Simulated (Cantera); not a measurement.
Charge: 1 mol Cu, 0.48 mol NH3, 7.3 mol H2, 0.18 mol CO2, at 0.133 bar.

Equilibrium computed with Cantera from the NASA thermochemical tables; the gas is ideal and each condensed phase is pure. Candidate condensed phases: C, C6H6, C7H8, C8H18, Cu, CuO, Cu(OH)2, Cu2O, H2O; 139 gas species. The numbers say what is thermodynamically allowed, not how fast it happens.

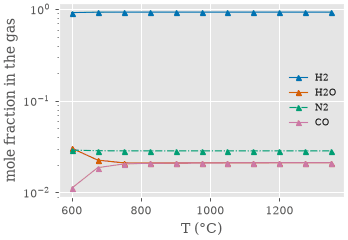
Equilibrium gas composition (values under 1e-9 drawn at 1e-9)

From 600 °C to 1050 °C the condensed part is Cu(s). From 1125 °C to 1350 °C the condensed part is Cu(l).
